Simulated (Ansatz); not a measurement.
# YC3 (built on the sites of a database entry of InC3): a soft mode frozen in

Wanted: the energy along a soft mode of YC3 (built on the sites of a database entry of InC3) and the structure at the end.

Main program and level: Ansatz 0.2.0; DFT PBEsol, scalar-relativistic, plane waves, PAW.

The structure was built from a prototype and need not be the compound's stable phase.

## Step 1: Starting point

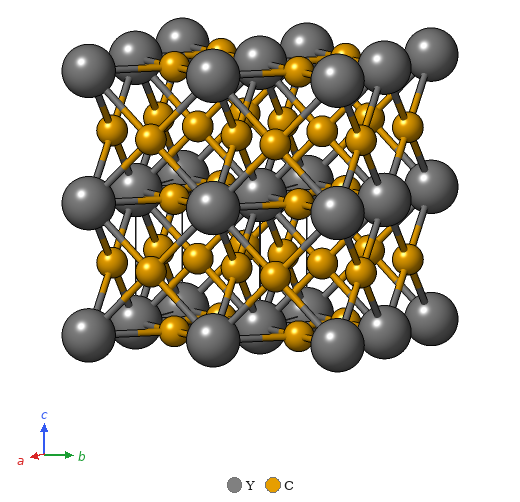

The starting structure, seen slightly off an axis (yttrium grey, carbon orange). 2×2×2 cells are drawn. Some periodic images of atoms are drawn too.

## Step 2: The dispersion

The cell comes from relaxations at this level that are not shown. Stability and thermal properties need the whole zone. Linear response on a 2×2×2 q mesh gives force constants as far as a supercell of that size would.

input.yaml reads:

```yaml
crystal:
  lattice:
    - [3.4934150787, 0.0, 0.0]
    - [0.0, 3.4934150787, 0.0]
    - [0.0, 0.0, 3.4934150787]
  atoms:
    - { symbol: "Y", position: [0.0, 0.0, 0.0] }
    - { symbol: C, position: [0.0, 0.5, 0.5] }
    - { symbol: C, position: [0.5, 0.0, 0.5] }
    - { symbol: C, position: [0.5, 0.5, 0.0] }
kpoints:
  mp_grid: { grid: [10, 10, 10] }
hamiltonian:
  xc: pbesol
scf:
  occupations: { method: methfessel_paxton, width: 0.15 }
output:
  eigenvalues: true
phonons:
  method: dfpt
  qmesh: [2, 2, 2]
  temperatures: { t_max: 1000, t_step: 50 }
  qpath:
    path:
      - [[0.0, 0.0, 0.0], [0.0, 0.5, 0.0], [0.5, 0.5, 0.0], [0.0, 0.0, 0.0], [0.5, 0.5, 0.5], [0.0, 0.5, 0.0]]
      - [[0.5, 0.5, 0.5], [0.5, 0.5, 0.0]]
    npoints: 10
```

Launch:

```sh
$ ansatz run input.yaml --threads 8 --pin off --max-ram 14336MiB --backend cpu --events-out ev --progress --plain --runs-dir out
```

Numbers of over 12 decimals in the logs are rounded to 6 here.

The log of the run:

```text
Engine: ansatz 0.2.0, x86_64-unknown-linux-gnu
Pseudopotentials: kind: paw
Pseudopotential: Y, paw, valence charge 11, recommended cutoff 420 eV (normal), Y.paw.azcp
Pseudopotential: C, paw, valence charge 4, recommended cutoff 420 eV (normal), C.paw.azcp
Functional definition: PBEsol
  exchange = pbesol_x
  correlation = pbesol_c
Crystal: 4 atoms, lattice volume = 42.633 Å³
Basis set: ecut = 420 eV, 847 PW (Γ), exchange–correlation on 48×48×48 points (8 copies of the dense FFT grid, shifted against one another)
Bands: 16, of which v1, the nominal top of the filled ones, is band 12 counted from 1 (11 counted from 0)
Symmetry: 48 space group operations
k-points: 56 of 1000
Non-local potential: Y, projectors of the file, l = 0: 3, l = 1: 2, l = 2: 2, l = 3: 1
Non-local potential: C, projectors of the file, l = 0: 2, l = 1: 2, l = 2: 1
PAW form: soft (Blöchl's): semilocal exchange-correlation on the pseudo side does not see the compensation charge
PAW frozen core: Y, regenerated for the run's functional, and the local potential with it (the file was generated under x = pbe(κ = 0.804, μ = 0.219515), c = pbe(β = 0.066725))
PAW frozen core: C, regenerated for the run's functional, and the local potential with it (the file was generated under x = pbe(κ = 0.804, μ = 0.219515), c = pbe(β = 0.066725))
PAW one-centre angular grid: Y, 590 points (default); XC on 64 Gauss nodes
PAW one-centre angular grid: C, 110 points (default); XC on 64 Gauss nodes
Initial density: superposition of atomic densities (neutral atoms: chi_scale 0, normalization atom), corrected by the library's trained network
Initial wavefunctions: pseudopotential atomic-orbital guess
Functional: x = pbesol(κ = 0.804, μ = 0.123457), c = pbesol(β = 0.046)
SCF iter   1: F=—  HF=-4527.045788 eV  |F-HF|=—  |Δ(HF+E_count)|=         —  Δρ=7.04e-3  dr2=1.61e-2  ethr=1.77e-3  ⟨swp⟩=5.4  Hψ=4137  notcnv=0
preconditioner: auto → none  [insulator: Δε(μ)=0.099 eV  Ē_g=12.029 eV  σ=0.150 eV  W_gap=0.52  n_scr=6 (ndim 8)  ℏωp=26.1 eV  f_vac=0.000  D(μ)=1.20/eV (n_scr^D=6)  ε∞_Penn≈5.7]
SCF iter   2: F=—  HF=-4527.038822 eV  |F-HF|=—  |Δ(HF+E_count)|=   6.97e-3  S|Δr|=    0.00e0  Δρ=1.96e-3  dr2=1.09e-3  ethr=6.98e-5  ⟨swp⟩=2.5  Hψ=1782  notcnv=0
SCF iter   3: F=—  HF=-4527.038578 eV  |F-HF|=—  |Δ(HF+E_count)|=   2.45e-4  S|Δr|=    0.00e0  Δρ=4.05e-4  dr2=4.40e-5  ethr=4.75e-6  ⟨swp⟩=2.3  Hψ=1260  notcnv=0
SCF iter   4: F=—  HF=-4527.038581 eV  |F-HF|=—  |Δ(HF+E_count)|=   3.59e-6  S|Δr|=    0.00e0  Δρ=1.49e-4  dr2=2.63e-6  ethr=1.91e-7  ⟨swp⟩=2.1  Hψ=1270  notcnv=0
SCF iter   5: F=—  HF=-4527.038589 eV  |F-HF|=—  |Δ(HF+E_count)|=   7.52e-6  S|Δr|=    0.00e0  Δρ=1.37e-5  dr2=6.52e-8  ethr=1.14e-8  ⟨swp⟩=2.4  Hψ=1561  notcnv=0
SCF iter   6: F=—  HF=-4527.038589 eV  |F-HF|=—  |Δ(HF+E_count)|=   2.78e-8  S|Δr|=    0.00e0  Δρ=4.18e-6  dr2=2.85e-9  ethr=2.83e-10  ⟨swp⟩=2.1  Hψ=1491  notcnv=0
SCF iter   7: F=—  HF=-4527.038589 eV  |F-HF|=—  |Δ(HF+E_count)|=  8.39e-10  S|Δr|=    0.00e0  Δρ=4.57e-7  dr2=6.71e-11  ethr=1.24e-11  ⟨swp⟩=2.1  Hψ=1508  notcnv=0
SCF iter   8: F=-4527.038589 eV  HF=-4527.038589 eV  |F-HF|=0.00e0  |Δ(HF+E_count)|=  1.09e-11  S|Δr|=    0.00e0  Δρ=4.08e-8  dr2=4.57e-13  ethr=1.00e-12  ⟨swp⟩=5.8  Hψ=3672  notcnv=0
SCF 1 converged in 8 iterations: F = -4527.038589 eV  dr2 = 4.57e-13
  greatest PAW one-centre occupation: 0.993 electrons in one spin orbital (limit 2), on the Y atom at site 0 (counted from 0), in its partial waves of l = 0
phonons: the bands overlap, so this run is a metal and interpolates without the dipole-dipole term. If the crystal is really an insulator or semiconductor, its LO-TO splitting is missing
NSCF: frozen V_eff on 56 k-points
NSCF: frozen V_eff on 216 k-points
DFPT response loops at q = (0, 0, 0) (fractional): preconditioner auto → Kerker (q_TF=auto, 2.462 Å⁻¹) (partly filled bands, converged f_vac=0.000); β = 1.00, the filter's whole step (`scf.mixing.beta` (0.50) is not read by the response loops under this deck's `scf.mixing.preconditioner`; to damp them name `kerker` or `kerker_dos`, under which they read `scf.mixing.beta`, and type it under 1.00, their step now; both keys bind the ground state too); Broyden in place of MSR1
NSCF: frozen V_eff on 432 k-points
DFPT response loops at q = (0, 0, -0.5) (fractional): mixed as the last ones told, above
NSCF: frozen V_eff on 432 k-points
DFPT response loops at q = (0, -0.5, -0.5) (fractional): mixed as the last ones told, above
NSCF: frozen V_eff on 432 k-points
DFPT response loops at q = (-0.5, -0.5, -0.5) (fractional): mixed as the last ones told, above
SCF converged after 8 iterations
Stability not checked: this state was not tested for a lower state beside it, because cold or Methfessel-Paxton smearing, or corrected tetrahedra, fill the levels in a way that the test cannot read (fill_not_monotonic; see scf.lower_state_search)
Free energy (F): -4527.038589 eV
Harris-Foulkes:  -4527.038589 eV  (|F-HF|=0.00e0)
Internal energy: -4527.041685 eV  (E = F + TS)
E sigma→0 (E₀):  -4527.039363 eV
Entropy (-TS):   0.003096 eV (0.774 meV/atom)
Fermi energy:    11.665295 eV
--- Per-component energies (eV) ---
  E_band       = -15.828371
  E_kinetic    = 548.342560
  E_local      = -589.548519  (includes V_loc(G=0)·N_el)
  E_nonlocal   = 135.624951
  E_hartree    = 165.593685
  E_xc         = -311.977070
  E_vxc        = -372.459155  (∫ρ·V_xc dr)
  E_paw        = -3054.846313  (= ΣΔE_a)
  E_vpaw       = -68.975602  (= ΣTr[D̂ρ^β])
  E_aug_tail   = 0.000010  (compensation charges beyond the density's cutoff)
  E_ewald      = -1420.443062
  E_core_change = 0.212074  (= ΣΔE_core)
  E_smearing   = 0.003096  (= −TS)
  E_closure    = 0.000000  (closes the sum)
  Σ components = -4527.038589   (vs F -4527.038589, Δ=0.00e0)
--- Band table (eV; the first three rows and the last of 56) ---
  k-point 0: bands = [... 8 lower, 8.5877, 8.5877, 12.5263, 12.5263, 12.5263, 16.0134, 16.0134, 16.0134]
  k-point 1: bands = [... 8 lower, 8.5536, 8.7792, 11.9845, 12.2587, 12.2587, 15.7425, 15.8739, 15.8739]
  k-point 2: bands = [... 8 lower, 8.4370, 9.3371, 10.9354, 11.8157, 11.8157, 15.2127, 15.5059, 15.5059]
  k-point 55: bands = [... 8 lower, 8.7519, 8.7519, 8.7519, 15.4956, 15.4956, 15.4956, 16.2234, 16.2234]
--- Phonons (Γ-DFPT): 3 representative perturbations + reference (Σ response iterations 9) ---
  ASR residual: 5.276e-5 → 0.000e0 eV/Å²; symmetrization residual: 2.754e-6 eV/Å²
  ASR residual per site (eV/Å²): 5.28e-5 3.97e-6 3.97e-6 3.97e-6
  Γ frequencies (cm⁻¹): -517.49 -517.49 -517.49 0.00 0.00 0.00 386.91 386.91 386.91 448.27 448.27 448.27
--- Phonons (arbitrary-q DFPT): 4 irreducible q on the 2×2×2 mesh ---
  q = [0.0000, 0.0000, 0.0000] (star 1, of the zone-centre solve; hermiticity 3.59e-7, symmetrization 8.11e-14): -517.49 -517.49 -517.49 -0.00 -0.00 0.00 386.91 386.91 386.91 448.27 448.27 448.27
  q = [0.0000, 0.0000, -0.5000] (star 3, 7 solved perturbations in 1332 linear systems a pass and spin channel, the states on 216 of 1000 k-point pairs; hermiticity 2.54e-7, symmetrization 8.61e-9): -517.85 -517.85 -322.34 120.31 120.31 226.66 343.63 343.63 393.34 407.50 422.75 422.75
  q = [0.0000, -0.5000, -0.5000] (star 3, 7 solved perturbations in 1332 linear systems a pass and spin channel, the states on 216 of 1000 k-point pairs; hermiticity 2.19e-7, symmetrization 5.35e-9): -424.39 -334.22 -277.06 113.05 150.08 150.08 188.60 372.32 372.32 454.66 454.66 477.73
  q = [-0.5000, -0.5000, -0.5000] (star 1, 3 solved perturbations in 468 linear systems a pass and spin channel, the states on 216 of 1000 k-point pairs; hermiticity 3.10e-7, symmetrization 1.09e-11): -797.80 -286.58 -286.58 -286.58 -243.27 -243.27 363.26 363.26 363.26 473.89 473.89 473.89
  sum rule: each row above includes the acoustic sum rule's correction from the zone centre's row sums; it moved no ω² by more than (0.40 cm⁻¹)²
  mesh force constants: q→R imaginary residual 1.64e-17; ASR residual 5.276e-5 → 0.000e0 eV/Å²; symmetrization residual 5.329e-15 eV/Å²
  interpolated dispersion: 62 rows × 12 modes
  density of states and harmonic sums: on the 18×18×18 q-mesh, interpolated from the force constants of a 2×2×2 supercell (no non-analytic term)
  largest difference from the sums on the solved wave vectors: F 1.66e-2 eV, S 2.50e-5 and C_V 1.41e-5 eV/K
  zero-point energy: 0.165362 eV/cell   skipped modes (ω ≤ 0): 857, of them read as no rigid motion or as one in doubt: 854 (3.849e0 modes/cell left out, lowest -797.80 cm⁻¹)   left out of the sums: 3.21e-1 of the cell's modes: C_V's classical limit lies that fraction below 3 k_B per atom; for a crystal, a wire or a layer, F and S can be off by more, and a phonons.interpolated_qmesh denser along its periods is the remedy for the sampling
```

The job ended after 16 s (8 threads of Intel Xeon 6975P-C (Granite Rapids), shared host; peak memory 0.79 GiB).

Numbers from this step:

```yaml
volume_per_atom: 10.66 Å³
gap_on_the_k_mesh: 0 eV
sum_rule_residual_before_enforcement: 5.28e-5 eV/Å²
lowest_frequency_on_the_path: -797.8 cm⁻¹
point_group: m-3m
highest_frequency_on_the_path_or_at_a_solved_wavevector: 478.7 cm⁻¹
highest_optical_mode_at_the_zone_centre_no_lo_to_term: 448.3 cm⁻¹
lowest_optical_zone_centre_mode: -517.5 cm⁻¹
lowest_mode_on_the_q_mesh_acoustic_modes_at_gamma_apart: -797.8 cm⁻¹
```

Frequencies (cm⁻¹) solved at each irreducible wavevector; negative means imaginary. Frequencies by wavevector, by row:

```
q in reciprocal lattice units  star  mode 1  mode 2  mode 3  mode 4  mode 10  mode 11  mode 12
                        0 0 0     1  -517.5  -517.5  -517.5       0    448.3    448.3    448.3
                     0 0 -0.5     3  -517.9  -517.9  -322.3   120.3    407.5    422.8    422.8
                  0 -0.5 -0.5     3  -424.4  -334.2  -277.1     113    454.7    454.7    477.7
               -0.5 -0.5 -0.5     1  -797.8  -286.6  -286.6  -286.6    473.9    473.9    473.9
```

Interpolated from a 2×2×2 q mesh, rough between the solved points. The phonon branches at the labelled points (cm⁻¹):

```
    point  branch 1  branch 2  branch 3  branch 4  branch 9  branch 10  branch 11  branch 12
        Γ      -518      -518      -518         0       387        448        448        448
        X      -518      -518      -322       120       393        408        423        423
        M      -424      -334      -277       113       372        455        455        478
        Γ      -518      -518      -518         0       387        448        448        448
        R      -798      -287      -287      -287       363        474        474        474
        X      -518      -518      -322       120       393        408        423        423
jump to R      -798      -287      -287      -287       363        474        474        474
        M      -424      -334      -277       113       372        455        455        478
```

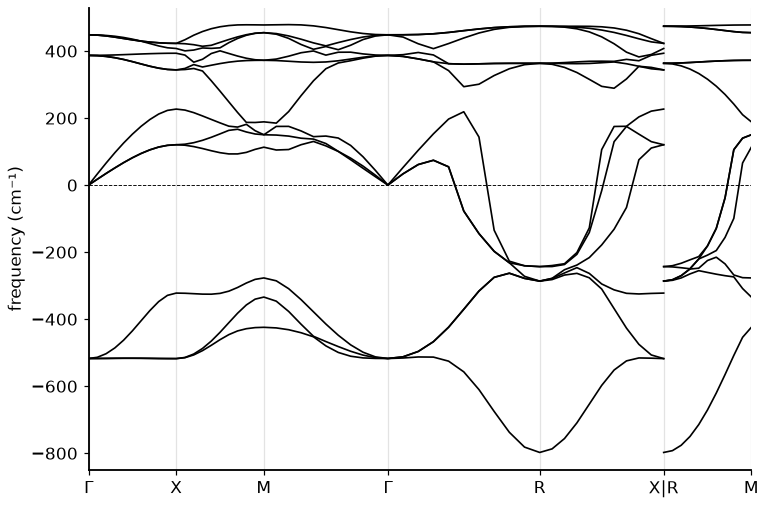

Phonon branches along the path.

Symmetry leaves 4 wavevectors to solve. The lowest mode among them, the acoustic zeros apart, lies at q = (-0.5, -0.5, -0.5) and is imaginary, 797.8i cm⁻¹, so the energy falls along it.

## Step 3: The mode frozen in, largest atomic shift 0 Å

The mode followed lies at q = (-0.5, -0.5, -0.5) with frequency 797.8i cm⁻¹, the softest among the wavevectors solved. At small amplitude the distorted cell has space group no. 225 by a symmetry search on the positions. The undistorted cell that holds it gives the zero of energy on the same k mesh.

System of this step: YC3 (built on the sites of a database entry of InC3). It takes space group Pm-3m (No. 221, cubic). The conventional cell has a = 3.493 Å, b = 3.493 Å, c = 3.493 Å, α = 90.00°, β = 90.00°, γ = 90.00°. Nearest to Y lie 12 C at 2.47 Å. Nearest to C lie 8 C at 2.47 Å and 4 Y at 2.47 Å. Farther neighbours are not listed.

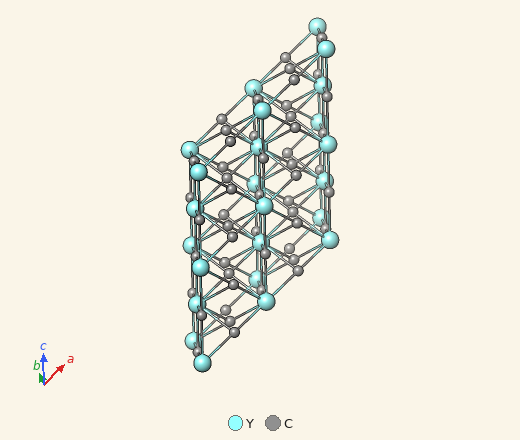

The cell of this step (yttrium teal, carbon grey). 2×1×2 cells are drawn. Some periodic images of atoms are drawn too.

input.yaml reads:

```yaml
crystal:
  lattice:
    - [3.4934150787, 3.4934150787, 0.0]
    - [3.4934150787, 0.0, 3.4934150787]
    - [3.4934150787, 0.0, -3.4934150787]
  atoms:
    - { symbol: "Y", position: [0.0, 0.5, 0.5] }
    - { symbol: "Y", position: [0.0, 0.0, 0.0] }
    - { symbol: C, position: [0.5, 0.0, 0.5] }
    - { symbol: C, position: [0.5, 0.5, 0.0] }
    - { symbol: C, position: [0.0, 0.0, 0.5] }
    - { symbol: C, position: [0.0, 0.5, 0.0] }
    - { symbol: C, position: [0.5, 0.0, 1.0] }
    - { symbol: C, position: [0.5, 0.5, 0.5] }
kpoints:
  mp_grid: { grid: [8, 8, 8] }
hamiltonian:
  xc: pbesol
scf:
  occupations: { method: methfessel_paxton, width: 0.15 }
output:
  forces: true
  stress: true
  eigenvalues: true
```

The log of the run:

```text
[...]
Crystal: 8 atoms, lattice volume = 85.267 Å³
Basis set: ecut = 420 eV, 1687 PW (Γ), exchange–correlation on 72×72×72 points (8 copies of the dense FFT grid, shifted against one another)
Bands: 31, of which v1, the nominal top of the filled ones, is band 23 counted from 1 (22 counted from 0)
Symmetry: 96 space group operations
[...]
k-points: 29 of 512
[...]
k-point 0: bands = [... 19 lower, 8.7516, 8.7516, 12.5260, 12.5260, 12.5260, 15.4954, 15.4954, 15.4954, ... 4 higher]
  k-point 1: bands = [... 19 lower, 8.8287, 8.8287, 11.8845, 11.8845, 12.6150, 15.1116, 15.1116, 15.3445, ... 4 higher]
  k-point 2: bands = [... 19 lower, 9.4750, 9.4750, 10.7836, 10.7836, 12.8740, 14.1666, 14.1666, 14.4465, ... 4 higher]
  k-point 28: bands = [... 19 lower, 9.6981, 10.3084, 10.3084, 11.1287, 11.1287, 12.4166, 12.4166, 13.1436, ... 4 higher]
[key lines of the parts left out:]
SCF converged after 6 iterations
Free energy (F): -9054.034632 eV
Fermi energy:    11.677964 eV
P = ⅓ Tr σ = 0.1200 GPa (1.200 kbar)
```

It took 0.47 s on 8 threads; peak memory 0.54 GiB.

This step gave:

* pressure: 0.1200 GPa
* energy from the undistorted cell: 0 meV/atom

The run ends at a pressure of 0.12 GPa.

## Step 4: The mode frozen in, largest atomic shift 0.6 Å

The atoms are moved along the unstable eigenvector, the largest shift by 0.6 Å, with the cell fixed.

input.yaml, the sections that differ from step 3:

```yaml
crystal:
  lattice:
    - [3.4934150787, 3.4934150787, 0.0]
    - [3.4934150787, 0.0, 3.4934150787]
    - [3.4934150787, 0.0, -3.4934150787]
  atoms:
    - { symbol: "Y", position: [0.0, 0.5, 0.5] }
    - { symbol: "Y", position: [0.0, 0.0, 0.0] }
    - { symbol: C, position: [0.5, -0.0858758531, 0.4141241469] }
    - { symbol: C, position: [0.5, 0.5858758531, 0.0858758531] }
    - { symbol: C, position: [0.1717517061, -0.0858758531, 0.4141241469] }
    - { symbol: C, position: [-0.1717517061, 0.5858758531, 0.0858758531] }
    - { symbol: C, position: [0.5, -0.0858758531, 1.0858758531] }
    - { symbol: C, position: [0.5, 0.5858758531, 0.4141241469] }
# kpoints, hamiltonian, scf, output: as in step 3
```

The log of the run:

```text
[...]
Crystal: 8 atoms, lattice volume = 85.267 Å³
Basis set: ecut = 420 eV, 1687 PW (Γ), exchange–correlation on 72×72×72 points (8 copies of the dense FFT grid, shifted against one another)
Bands: 31, of which v1, the nominal top of the filled ones, is band 23 counted from 1 (22 counted from 0)
Symmetry: 48 space group operations
[...]
k-points: 29 of 512
[...]
k-point 0: bands = [... 19 lower, 9.0313, 9.0313, 13.8535, 13.8535, 13.8535, 16.2688, 16.2688, 16.9527, ... 4 higher]
  k-point 1: bands = [... 19 lower, 9.1841, 9.1841, 13.2806, 13.2806, 13.8850, 16.5162, 16.5162, 16.6077, ... 4 higher]
  k-point 2: bands = [... 19 lower, 9.5798, 9.5798, 12.3438, 12.3438, 13.9640, 15.9009, 16.5605, 16.5605, ... 4 higher]
  k-point 28: bands = [... 19 lower, 9.5704, 10.1447, 11.0612, 11.0612, 12.5759, 14.9040, 15.2609, 15.2609, ... 4 higher]
[key lines of the parts left out:]
SCF converged after 6 iterations
Free energy (F): -9062.620521 eV
Fermi energy:    12.794251 eV
P = ⅓ Tr σ = 8.5082 GPa (85.082 kbar)
```

It took 0.56 s on 8 threads; peak memory 0.54 GiB; 3 s of CPU time.

Numbers from this step:

- pressure: 8.508 GPa
- energy from the undistorted cell: -1073 meV/atom

The energy, extrapolated to zero smearing, is -1073.07 meV/atom against the undistorted cell.

The run ends at a pressure of 8.51 GPa, with forces up to 1.8 eV/Å.

## Step 5: Energy along the mode, all amplitudes (two of the runs are shown above)

An imaginary frequency means negative curvature, so the energy should fall and then rise again as anharmonic terms take over.

This step gave:

- depth at the lowest point sampled: 1073 meV/atom
- largest atomic shift at that point: 0.6 Å

Energy from the parent against largest atomic shift:

```
largest atomic shift (Å)  energy from the parent (meV/atom)
                   0.000                                  0
                   0.040                              -17.2
                   0.080                              -62.6
                   0.140                               -171
                   0.220                               -367
                   0.320                               -647
                   0.450                               -976
                   0.600                              -1073
```

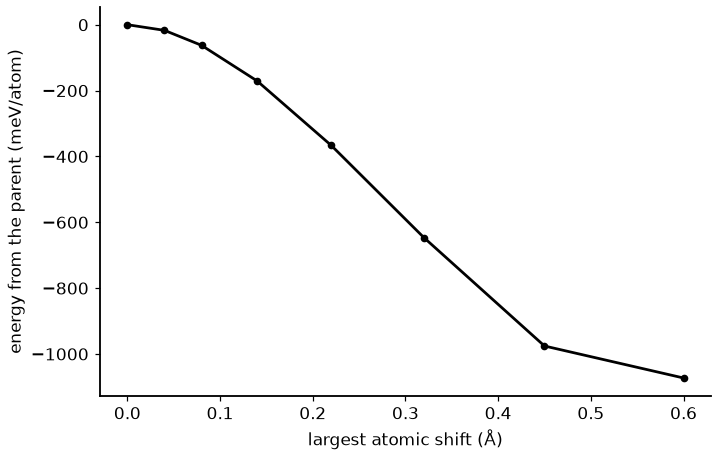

Energy from the parent, plotted against largest atomic shift.

Displacement at unit largest shift by atom:

```
atom  x (Å)  y (Å)  z (Å)  size
  Y1   0.00   0.00   0.00  0.00
  Y2   0.00   0.00   0.00  0.00
  C3  -1.00   0.00   0.00  1.00
  C4   1.00   0.00   0.00  1.00
  C5   0.00   1.00   0.00  1.00
  C6   0.00  -1.00   0.00  1.00
  C7   0.00   0.00  -1.00  1.00
  C8   0.00   0.00   1.00  1.00
```

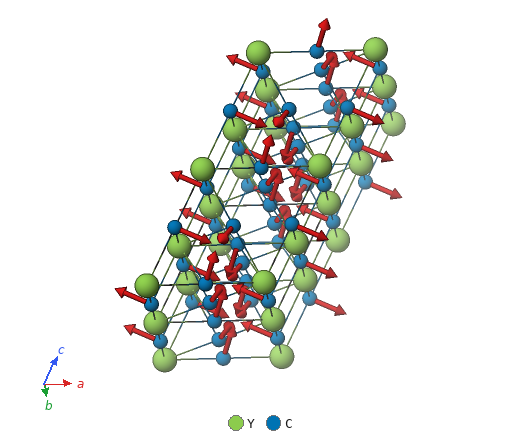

Displacement at unit largest shift as arrows, the longest 1 Å. 1×2×2 cells are drawn. Some periodic images of atoms are drawn too.

The lowest of the steps tried is the last one, at 0.6 Å, 1073 meV/atom below the parent; the bottom of the well need not coincide with a step.

[end of part 1 of 2]

[Logs are printed without paths, hosts, clocks, repeated set-up lines and the standing remarks that a program may print on its own settings, such as how far it seeks lower states.]

[Hosts, paths, dates, database ids (printed as entryN), source tags and the programs' standing remarks are cut or masked in the printed files.]
